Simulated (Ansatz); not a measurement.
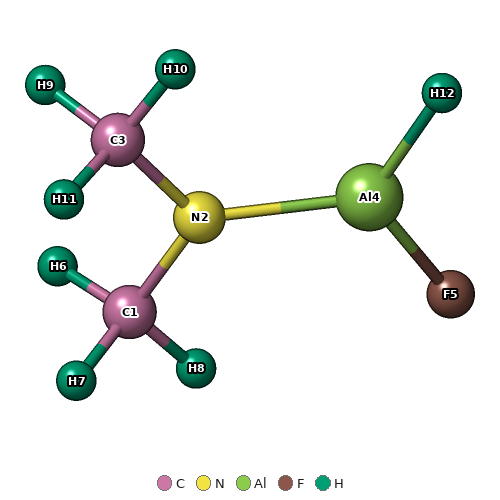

The system is C₂H₇AlFN, SMILES C[N](C)[AlH][F]; the picture shows the reference structure. 
- First axis: umbrella angle at Al4 (between each of its bonds and their common axis; 90 is planar). Second axis: change of the bonds Al4–N2, Al4–F5, Al4–H12, all alike.
- Nothing is relaxed (all other coordinates rigid).
- Grid: 11 × 11 points.
- Points are written as (first, second).
- Energies are in kJ/mol, from the relaxed molecule at the same level.
- Computed with RKS PBE0-D4/def2-SVP (Ansatz 0.2.0).

Its coordinates:

```yaml
atoms:
  - { symbol: C, position_ang: [-1.0767, -0.8546, 0.2822] }
  - { symbol: N, position_ang: [0.0053, 0.0476, -0.0295] }
  - { symbol: C, position_ang: [1.2757, -0.3658, 0.5117] }
  - { symbol: Al, position_ang: [-0.1898, 1.5276, -0.9853] }
  - { symbol: F, position_ang: [-1.7228, 1.8741, -1.5433] }
  - { symbol: H, position_ang: [-1.2267, -0.9557, 1.3752] }
  - { symbol: H, position_ang: [-0.8909, -1.8726, -0.1137] }
  - { symbol: H, position_ang: [-2.0214, -0.4946, -0.1526] }
  - { symbol: H, position_ang: [1.2510, -0.4406, 1.6170] }
  - { symbol: H, position_ang: [2.0698, 0.3519, 0.2487] }
  - { symbol: H, position_ang: [1.5868, -1.3577, 0.1282] }
  - { symbol: H, position_ang: [1.0167, 2.4854, -1.3045] }
```

Range: umbrella angle at Al4 (between each of its bonds and their common axis; 90 is planar) from 66.0 to 114.0°; change of the bonds Al4–N2, Al4–F5, Al4–H12, all alike from −0.184 to 0.284 Å.

**What will the energy surface look like?**

The lowest grid point is at (90.0°, 0.003 Å), 0.03 kJ/mol from the relaxed molecule at the same level. It is the only kind of minimum in the scanned range. The highest grid point, (66.0°, −0.184 Å), lies 303 kJ/mol above the lowest. Round the minimum the two coordinates are nearly uncoupled.

```tsv
second ↓, first →	66.0	70.8	75.6	80.4	85.2	90.0	94.8	99.6	104.4	109.2	114.0
0.284	260	234	213	198	189	186	189	198	213	234	260
0.237	219	190	167	151	141	138	141	151	167	190	219
0.191	182	151	127	110	99	96	99	110	127	151	182
0.144	151	118	92	73	62	58	62	73	92	118	151
0.097	127	92	64	44	32	28	32	44	64	92	127
0.050	114	75	46	25	12	8	12	25	46	75	114
0.003	112	71	40	18	4	0	4	18	40	71	112
−0.043	126	82	49	26	12	7	12	26	49	82	126
−0.090	159	113	77	53	38	33	38	53	77	113	159
−0.137	216	167	129	103	87	82	87	103	129	167	216
−0.184	303	250	210	183	166	160	166	183	210	250	303
```

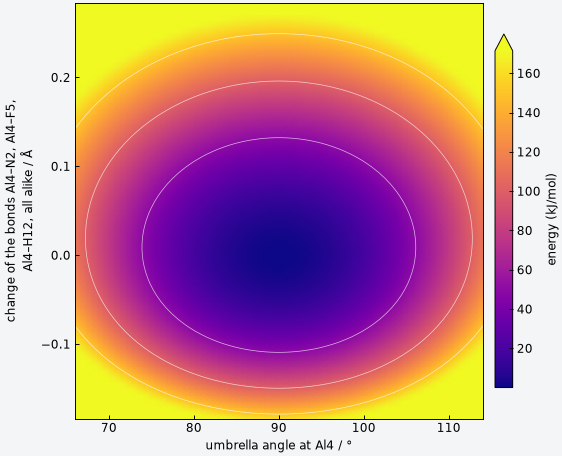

The picture shows a smooth colour map with a few white contour lines, one colour for all values above the top of the scale. Between grid points the surface is interpolated.

Each point was launched as `ansatz run input.yaml --threads 1 --pin off --max-ram 2560MiB --backend cpu --events-out ev --progress --plain --runs-dir out`. Time for the 121 points that were run: 9.7 min on 1 thread of Arm Neoverse V2 (shared host).
